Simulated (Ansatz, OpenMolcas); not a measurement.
# How methods differ on GeSiH3ClO (SMILES [SiH3][O][Ge][Cl])

GeSiH3ClO: 7 atoms, total charge 0, spin state singlet. As SMILES, `[SiH3][O][Ge][Cl]`. Geometry: relaxed at PBE0-D4/def2-TZVP. This is one conformer, not always the lowest.

Quantity: the HOMO–LUMO gap, in eV. The values are calculated.

| level | kind | program | value (eV) | CPU time |
| --- | --- | --- | --- | --- |
| HF/cc-pVDZ | Hartree–Fock | OpenMolcas | 11.11 | 16 s |
| SVWN5/cc-pVDZ | LDA | OpenMolcas | 3.68 | 36 s |
| revPBE/cc-pVDZ | GGA | Ansatz | 3.74 | 11 s |
| TPSS/cc-pVDZ | meta-GGA | OpenMolcas | 3.84 | 64 s |
| PBE0/cc-pVDZ | global hybrid | OpenMolcas | 5.59 | 45 s |
| r2SCAN0/cc-pVDZ | hybrid meta-GGA | Ansatz | 5.82 | 26 s |
| CAM-B3LYP/cc-pVDZ | range-separated hybrid | Ansatz | 7.90 | 14 s |
| B2PLYP/cc-pVDZ | double hybrid | OpenMolcas | 7.63 | 33 s |

All-electron rows without a relativistic Hamiltonian named are non-relativistic. The values span 3.68 to 11.11 eV. Orbital gaps aren't excitation energies, and those of double hybrids come from the SCF part alone; they tend to grow with the share of exact exchange. Times are those of the runs behind each value, whatever else they computed, on shared processors of several kinds: orders of magnitude only.

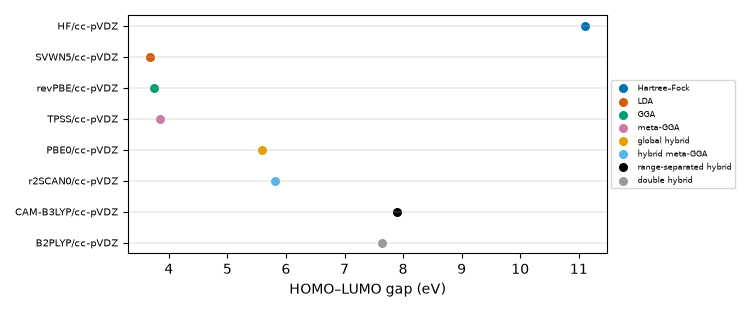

The values of the table, level by level.
